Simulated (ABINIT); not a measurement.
# Diamond (Fd-3m, 2 atoms a cell): G0W0 with ABINIT, start to end, part 3 of 3

How does a plane-wave GW calculation on Diamond (Fd-3m, 2 atoms a cell) run from the first input to the gap?

ABINIT 10.8.3; PBE and many-body steps on it, plane waves. Known limits of the many-body steps: not at the basis limit.

So far. Step 4 (Empty states on the mesh, 8×8×8 mesh, 74 bands): On this mesh the gap is 4.190 eV. Step 5 (Screening, 8×8×8 mesh, 66 bands, screening to 244.9 eV): Local fields lower ε∞ by 7 %.

### Step 6. Self-energy, 8×8×8 mesh, 66 bands, screening to 244.9 eV

The self-energy is evaluated for the states that the input lists, and the levels follow from it, in one-shot runs by the linearised quasiparticle equation.

This step: G0W0 on PBE, plane waves, norm-conserving pseudopotentials.

The input, run.abi:

```
acell 3*1.0 Angstrom
rprim 
  -0.000000000000 1.783370000000 1.783370000000
  1.783370000000 -0.000000000000 1.783370000000
  1.783370000000 1.783370000000 0.000000000000
ntypat 1
znucl 6
natom 2
typat 1 1
xred 
  0.000000000000 0.000000000000 -0.000000000000
  0.250000000000 0.250000000000 0.250000000000
pp_dirpath "pseudos"
pseudos "C.upf"
ecut 37
ngkpt 8 8 8
nshiftk 1
shiftk 0 0 0
kptopt 1
chksymbreak 0
istwfk *1
occopt 1
irdwfk 1
optdriver 4
nband 66
gwcalctyp 0
ecutsigx 37
symsigma 1
nkptgw 29
kptgw 
  0.0000000000 0.0000000000 0.0000000000
  0.1250000000 0.0000000000 0.0000000000
  0.2500000000 0.0000000000 0.0000000000
  0.3750000000 0.0000000000 0.0000000000
  0.5000000000 0.0000000000 0.0000000000
  0.1250000000 0.1250000000 0.0000000000
  0.2500000000 0.1250000000 0.0000000000
  0.3750000000 0.1250000000 0.0000000000
  0.5000000000 0.1250000000 0.0000000000
  -0.3750000000 0.1250000000 0.0000000000
  -0.2500000000 0.1250000000 0.0000000000
  -0.1250000000 0.1250000000 0.0000000000
  0.2500000000 0.2500000000 0.0000000000
  0.3750000000 0.2500000000 0.0000000000
  0.5000000000 0.2500000000 0.0000000000
  -0.3750000000 0.2500000000 0.0000000000
  -0.2500000000 0.2500000000 0.0000000000
  0.3750000000 0.3750000000 0.0000000000
  0.5000000000 0.3750000000 0.0000000000
  -0.3750000000 0.3750000000 0.0000000000
  0.5000000000 0.5000000000 0.0000000000
  0.3750000000 0.2500000000 0.1250000000
  0.5000000000 0.2500000000 0.1250000000
  -0.3750000000 0.2500000000 0.1250000000
  0.5000000000 0.3750000000 0.1250000000
  -0.3750000000 0.3750000000 0.1250000000
  -0.2500000000 0.3750000000 0.1250000000
  -0.3750000000 0.5000000000 0.1250000000
  -0.2500000000 0.5000000000 0.2500000000
bdgw 
  1 8
  1 8
  1 8
  1 8
  1 8
  1 8
  1 8
  1 8
  1 8
  1 8
  1 8
  1 8
  1 8
  1 8
  1 8
  1 8
  1 8
  1 8
  1 8
  1 8
  1 8
  1 8
  1 8
  1 8
  1 8
  1 8
  1 8
  1 8
  1 8
ecuteps 9
irdscr 1
ppmodel 1
indata_prefix "in"
outdata_prefix "out"
tmpdata_prefix "tmp"
```

On the command line:

```
$ OMP_NUM_THREADS=1 mpirun -n 4 abinit run.abi > log
```

Numbers of over 12 decimals in the logs are rounded to 6 here.

The program printed:

```text
.Version 10.8.3 of ABINIT. v10.8.2 released Aug 2026.

 Symmetries : space group Fd -3 m (#227); Bravais cF (face-center cubic)
[... echo of the input left out ...]
== DATASET  1 ==================================================================
-   mpi_nproc: 4, omp_nthreads: 1 (-1 if OMP is not activated)

--- !DatasetInfo
iteration_state: {dtset: 1, }
dimensions: {natom: 2, nkpt: 29, mband: 66, nsppol: 1, nspinor: 1, nspden: 1, mpw: 869, }
cutoff_energies: {ecut:  37.0, pawecutdg:  -1.0, }
electrons: {nelect:   8.00000000E+00, charge:   0.00000000E+00, occopt:   1.00000000E+00, tsmear:   1.00000000E-02, }

 SIGMA: Calculation of the GW corrections

 Based on a program developped by R.W. Godby, V. Olevano, G. Onida, and L. Reining.
 Incorporated in ABINIT by V. Olevano, G.-M. Rignanese, and M. Torrent.
.Using double precision arithmetic ; gwpc =  8

[... cell and pseudopotentials left out ...]
--------------------------------------------------------------------------------

 ==== K-mesh for the wavefunctions ====
 Number of points in the irreducible wedge :    29
[... list of points left out ...]
 Together with 48 symmetry operations and time-reversal symmetry
 yields   512 points in the full Brillouin Zone.

 ==== Q-mesh for screening function ====
 Number of points in the irreducible wedge :    29
[... list of points left out ...]
 Together with 48 symmetry operations and time-reversal symmetry
 yields   512 points in the full Brillouin Zone.

 vcoul_init : cutoff-mode = AUXILIARY_FUNCTION
 q-points for optical limit:   1
     1)      0.000010    0.000020    0.000030
 setmesh: FFT mesh size selected  =    32x   32x   32
          total number of points  =        32768

 Number of electrons calculated from density =    8.0000; Expected =    8.0000
 average of density, n =  0.104505
 r_s =    1.3170
 omega_plasma =   31.1835 [eV]

 === KS Band Gaps ===
  >>>> For spin  1
   Minimum direct gap =   5.6255 [eV], located at k-point      :   0.0000  0.0000  0.0000
   Fundamental gap    =   4.1901 [eV], Top of valence bands at :   0.0000  0.0000  0.0000
                                       Bottom of conduction at :   0.3750  0.3750  0.0000
 SIGMA fundamental parameters:
 PLASMON POLE MODEL  1
 number of plane-waves for SigmaX                  869
 number of plane-waves for SigmaC and W            113
 number of plane-waves for wavefunctions           869
 number of bands                                    66
 number of independent spin polarizations            1
 number of spinorial components                      1
 number of k-points in IBZ                          29
 number of q-points in IBZ                          29
 number of symmetry operations                      48
 number of k-points in BZ                          512
 number of q-points in BZ                          512
 number of frequencies for dSigma/dE                 9
 frequency step for dSigma/dE [eV]                0.25
 number of omega for Sigma on real axis              0
 max omega for Sigma on real axis  [eV]           0.00
 zcut for avoiding poles [eV]                     0.10

 EPSILON^-1 parameters (SCR file):
 dimension of the eps^-1 matrix on file            113
 dimension of the eps^-1 matrix used               113
 number of plane-waves for wavefunctions           869
 number of bands                                    66
 number of q-points in IBZ                          29
 number of frequencies                               2
 number of real frequencies                          1
 number of imag frequencies                          1

 matrix elements of self-energy operator (all in [eV])

 Perturbative Calculation

--- !SelfEnergy_ee
iteration_state: {dtset: 1, }
kpoint     : [   0.000,    0.000,    0.000, ]
spin       : 1
KS_gap     :    5.626
QP_gap     :    7.407
Delta_QP_KS:    1.781
data: !SigmaeeData |
     Band     E0 <VxcDFT>   SigX SigC(E0)      Z dSigC/dE  Sig(E)    E-E0       E
        1 -11.196 -14.867 -25.673   8.512   0.705  -0.419 -16.484  -1.617 -12.813
        2  10.293 -16.962 -19.293   1.490   0.831  -0.203 -17.661  -0.698   9.595
        3  10.293 -16.962 -19.293   1.490   0.831  -0.203 -17.661  -0.698   9.595
        4  10.293 -16.962 -19.293   1.490   0.831  -0.203 -17.661  -0.698   9.595
        5  15.918 -15.643  -9.539  -4.803   0.832  -0.201 -14.560   1.083  17.001
        6  15.918 -15.643  -9.539  -4.803   0.832  -0.201 -14.560   1.083  17.001
        7  15.918 -15.643  -9.539  -4.803   0.832  -0.201 -14.560   1.083  17.001
        8  23.622 -16.453  -8.075  -7.456   0.791  -0.264 -15.724   0.730  24.352

--- !SelfEnergy_ee
iteration_state: {dtset: 1, }
kpoint     : [   0.125,    0.000,    0.000, ]
spin       : 1
KS_gap     :    7.138
QP_gap     :    8.979
Delta_QP_KS:    1.840
data: !SigmaeeData |
     Band     E0 <VxcDFT>   SigX SigC(E0)      Z dSigC/dE  Sig(E)    E-E0       E
        1 -10.764 -14.898 -25.563   8.508   0.716  -0.397 -16.441  -1.543 -12.307
        2   7.878 -16.402 -19.582   2.126   0.826  -0.211 -17.272  -0.871   7.008
[...]
--- !SelfEnergy_ee
iteration_state: {dtset: 1, }
kpoint     : [   0.250,    0.000,    0.000, ]
spin       : 1
KS_gap     :    9.582
QP_gap     :   11.569
Delta_QP_KS:    1.986
data: !SigmaeeData |
     Band     E0 <VxcDFT>   SigX SigC(E0)      Z dSigC/dE  Sig(E)    E-E0       E
[...]
--- !SelfEnergy_ee
iteration_state: {dtset: 1, }
kpoint     : [   0.375,    0.000,    0.000, ]
spin       : 1
KS_gap     :   10.976
QP_gap     :   13.023
Delta_QP_KS:    2.047
data: !SigmaeeData |
     Band     E0 <VxcDFT>   SigX SigC(E0)      Z dSigC/dE  Sig(E)    E-E0       E
[...]
--- !SelfEnergy_ee
iteration_state: {dtset: 1, }
kpoint     : [   0.500,    0.000,    0.000, ]
spin       : 1
KS_gap     :   11.329
QP_gap     :   13.380
Delta_QP_KS:    2.051
data: !SigmaeeData |
     Band     E0 <VxcDFT>   SigX SigC(E0)      Z dSigC/dE  Sig(E)    E-E0       E
[...]
--- !SelfEnergy_ee
iteration_state: {dtset: 1, }
kpoint     : [   0.125,    0.125,    0.000, ]
spin       : 1
KS_gap     :    6.544
QP_gap     :    8.372
Delta_QP_KS:    1.828
data: !SigmaeeData |
     Band     E0 <VxcDFT>   SigX SigC(E0)      Z dSigC/dE  Sig(E)    E-E0       E
[...]
--- !SelfEnergy_ee
iteration_state: {dtset: 1, }
kpoint     : [   0.250,    0.125,    0.000, ]
spin       : 1
KS_gap     :    7.914
QP_gap     :    9.740
Delta_QP_KS:    1.826
data: !SigmaeeData |
     Band     E0 <VxcDFT>   SigX SigC(E0)      Z dSigC/dE  Sig(E)    E-E0       E
[...]
--- !SelfEnergy_ee
iteration_state: {dtset: 1, }
kpoint     : [   0.375,    0.125,    0.000, ]
spin       : 1
KS_gap     :   10.261
QP_gap     :   12.186
Delta_QP_KS:    1.925
data: !SigmaeeData |
     Band     E0 <VxcDFT>   SigX SigC(E0)      Z dSigC/dE  Sig(E)    E-E0       E
[...]
--- !SelfEnergy_ee
iteration_state: {dtset: 1, }
kpoint     : [   0.500,    0.125,    0.000, ]
spin       : 1
KS_gap     :   11.210
QP_gap     :   13.079
Delta_QP_KS:    1.869
data: !SigmaeeData |
     Band     E0 <VxcDFT>   SigX SigC(E0)      Z dSigC/dE  Sig(E)    E-E0       E
[...]
--- !SelfEnergy_ee
[...]
kpoint     : [  -0.375,    0.125,    0.000, ]
spin       : 1
KS_gap     :   11.180
QP_gap     :   13.047
Delta_QP_KS:    1.867
data: !SigmaeeData |
     Band     E0 <VxcDFT>   SigX SigC(E0)      Z dSigC/dE  Sig(E)    E-E0       E
[...]
--- !SelfEnergy_ee
iteration_state: {dtset: 1, }
kpoint     : [   0.500,    0.375,    0.125, ]
spin       : 1
KS_gap     :   12.328
QP_gap     :   14.204
Delta_QP_KS:    1.876
data: !SigmaeeData |
     Band     E0 <VxcDFT>   SigX SigC(E0)      Z dSigC/dE  Sig(E)    E-E0       E
[...]
--- !SelfEnergy_ee
iteration_state: {dtset: 1, }
kpoint     : [  -0.375,    0.375,    0.125, ]
spin       : 1
KS_gap     :   13.950
QP_gap     :   15.855
Delta_QP_KS:    1.905
data: !SigmaeeData |
     Band     E0 <VxcDFT>   SigX SigC(E0)      Z dSigC/dE  Sig(E)    E-E0       E
[...]
--- !SelfEnergy_ee
iteration_state: {dtset: 1, }
kpoint     : [  -0.250,    0.375,    0.125, ]
spin       : 1
KS_gap     :   13.914
QP_gap     :   15.840
Delta_QP_KS:    1.926
data: !SigmaeeData |
     Band     E0 <VxcDFT>   SigX SigC(E0)      Z dSigC/dE  Sig(E)    E-E0       E
[...]
--- !SelfEnergy_ee
iteration_state: {dtset: 1, }
kpoint     : [  -0.375,    0.500,    0.125, ]
spin       : 1
KS_gap     :   14.262
QP_gap     :   16.136
Delta_QP_KS:    1.874
data: !SigmaeeData |
     Band     E0 <VxcDFT>   SigX SigC(E0)      Z dSigC/dE  Sig(E)    E-E0       E
[...]
--- !SelfEnergy_ee
iteration_state: {dtset: 1, }
kpoint     : [  -0.250,    0.500,    0.250, ]
spin       : 1
KS_gap     :   19.016
QP_gap     :   21.202
Delta_QP_KS:    2.185
data: !SigmaeeData |
     Band     E0 <VxcDFT>   SigX SigC(E0)      Z dSigC/dE  Sig(E)    E-E0       E
[...]
4   1.961 -14.995 -20.272   3.764   0.808  -0.238 -16.218  -1.223   0.738
        5  20.977 -14.259  -7.101  -5.999   0.831  -0.204 -13.297   0.963  21.940
        6  20.977 -14.259  -7.101  -5.999   0.831  -0.204 -13.297   0.963  21.940
        7  22.647 -16.245  -7.768  -7.021   0.800  -0.250 -15.080   1.165  23.813
        8  22.647 -16.245  -7.768  -7.021   0.800  -0.250 -15.080   1.165  23.813

 New Fermi energy :        4.531942E-01 Ha ,    1.233204E+01 eV
 New Exchange energy :    -3.199837E+00 Ha ,   -8.707200E+01 eV

 === QP Band Gaps ===
  >>>> For spin  1
   Minimum direct gap =   7.4069 [eV], located at k-point      :   0.0000  0.0000  0.0000
   Fundamental gap    =   5.4750 [eV], Top of valence bands at :   0.0000  0.0000  0.0000
                                       Bottom of conduction at :   0.3750  0.3750  0.0000

== END DATASET(S) ==============================================================
================================================================================

 -outvars: echo values of variables after computation  --------
           etotal      0.0000000000E+00
            nband          66
             nkpt          29
          spgroup         227
 [... the other variables as echoed above ...]

 Calculation completed.
```

Elapsed: 9.4 min, on 4 MPI ranks of Arm Neoverse V1, shared host; peak memory 1.1 GiB; 38 min of CPU time.

This step gave:

| Property | Result |
| --- | --- |
| G0W0 gap on the mesh | 5.475 eV |
| starting gap on the mesh | 4.190 eV |
| k of the valence top | 0, 0, 0 |
| k of the conduction bottom | 0.375, 0.375, 0 |
| Z at the valence top | 0.831 |
| Z at the conduction bottom | 0.842 |
| least direct G0W0 gap on the computed points | 7.406 eV |

The gap on the mesh goes from 4.19 eV to 5.47 eV, a correction of +1.28 eV. The start differs from the 4.23 eV found before because the two sample other k points.

Limits: finite bands, cutoff and mesh. v1 is the top filled band, c1 the lowest empty one. The levels before and after the correction (eV, zero at the valence-band top of each column):

```
           conduction bottom  valence top
Kohn-Sham               4.19         0.00
     G0W0               5.47         0.00
```

```
                           level  energy (eV)
Kohn-Sham                Γ v3-v1        0.000
Kohn-Sham                Γ c1-c3        5.626
Kohn-Sham     (0.375 0.375 0) v3       -8.593
Kohn-Sham  (0.375 0.375 0) v2-v1       -5.754
Kohn-Sham     (0.375 0.375 0) c1        4.190
Kohn-Sham     (0.375 0.375 0) c2        6.803
Kohn-Sham     (0.375 0.375 0) c3       15.146
     G0W0                Γ v3-v1        0.000
     G0W0                Γ c1-c3        7.406
     G0W0     (0.375 0.375 0) v3       -9.360
     G0W0  (0.375 0.375 0) v2-v1       -6.132
     G0W0     (0.375 0.375 0) c1        5.475
     G0W0     (0.375 0.375 0) c2        8.068
     G0W0     (0.375 0.375 0) c3       17.347
```

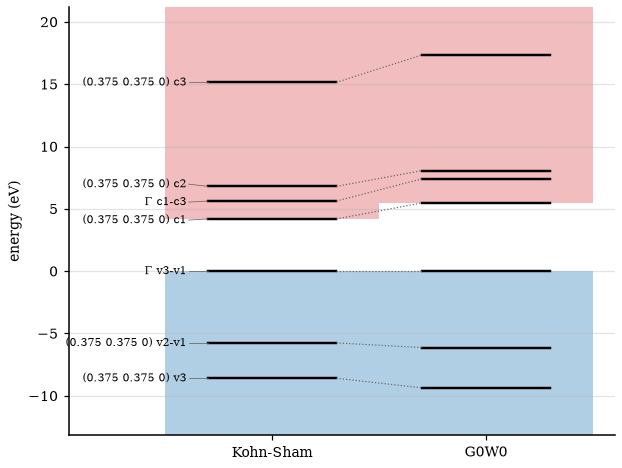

Levels before and after the correction. Shaded: valence and conduction bands.

### Step 7. Where the time went

Times are wall times on 4 MPI ranks of Arm Neoverse V1, shared host, good to a factor of about two.

```
                          step     time  share  memory (GiB)
                  ground state    3.9 s    1 %          0.24
bands along the symmetry lines      3 s    0 %          0.21
      empty states on the mesh      8 s    1 %          0.38
                     screening     49 s    8 %          0.66
                   self-energy  9.4 min   90 %           1.1
```

### Step 8. Results

| Quantity | Value |
| --- | --- |
| PBE gap | 4.19 eV, indirect |
| G0W0 gap on the mesh | 5.47 eV |
| GW settings | 8×8×8 mesh, 66 bands, screening to 244.9 eV, Godby-Needs plasmon pole |
| known limits | not at the basis limit |

**Reading.** G0W0 moves the gap on the mesh from 4.19 eV to 5.47 eV (+1.28 eV), with Z of 0.83 and 0.84 at the edges. Local fields lower the RPA ε∞ on this mesh from 5.95 to 5.51. The dearest step here is «self-energy». Against experiment, by G0W0@PBE: the gap of 5.47 eV lies −0.03 eV from the measured 5.5 eV (kind not stated, quoted 2019); the gap of 5.47 eV lies +0.005 eV from the measured 5.47 eV (kind not stated, quoted 2024). The calculation has static nuclei and no excitons; a measured gap holds zero-point and thermal motion, which mostly lowers it. Bands and cutoff are finite, so the gap is not at the basis limit. The miss can reach some tenths of an eV and take either sign; the mesh is an error of its own.

[Paths, hosts, dates, memory and timing lines, banners, echoed tables and standing remarks are left out of the program output.]

[Logs are printed without paths, hosts, clocks, repeated set-up lines and the standing remarks that a program may print on its own settings, such as how far it seeks lower states.]

[Runs of the session that timed out or met a known fault of the program may be left out.]

[Hosts, paths, dates, database ids (printed as entryN), source tags and the programs' standing remarks are cut or masked in the printed files.]

[G0W0 gaps are taken among the corrected bands and points alone; a level outside them can change the order at an edge.]

[Where Ansatz stands beside ABINIT at settings called matched, ABINIT's density can come from a denser mesh and the files from another edition; pairs whose starting gaps differed by over 0.03 eV were left out, so agreement reads better than it is.]
